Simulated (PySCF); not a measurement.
BH3, SMILES B.

Geometry optimised at B3LYP-D3(BJ)/def2-TZVPD. The isomer is the one that the SMILES or the coordinates give; other isomers of the formula were not compared.

Lowest vertical singlet excitation by several levels in PySCF, with rough processor times relative to the cheapest run on one machine. Each run also gave further roots (ADC and EOM-CCSD ionised and attached states too); roots are paired by order and the bases differ. EOM-CCSD serves as a yardstick, not as the true value; all levels that ended soundly for this molecule are listed, with differences from unrounded values.

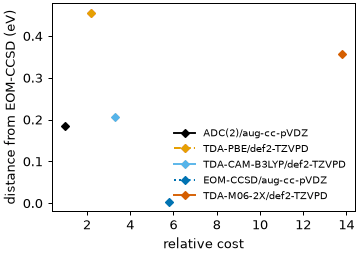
Figure: Cost against distance from EOM-CCSD for the lowest singlet.

```csv
level,relative cost,S1 (eV),S1 minus EOM-CCSD (eV)
ADC(2)/aug-cc-pVDZ,1,6.27,0.19
TDA-PBE/def2-TZVPD,2,5.63,-0.45
TDA-CAM-B3LYP/def2-TZVPD,3,5.88,-0.21
EOM-CCSD/aug-cc-pVDZ,6,6.09,0.00
TDA-M06-2X/def2-TZVPD,10,5.73,-0.36
```
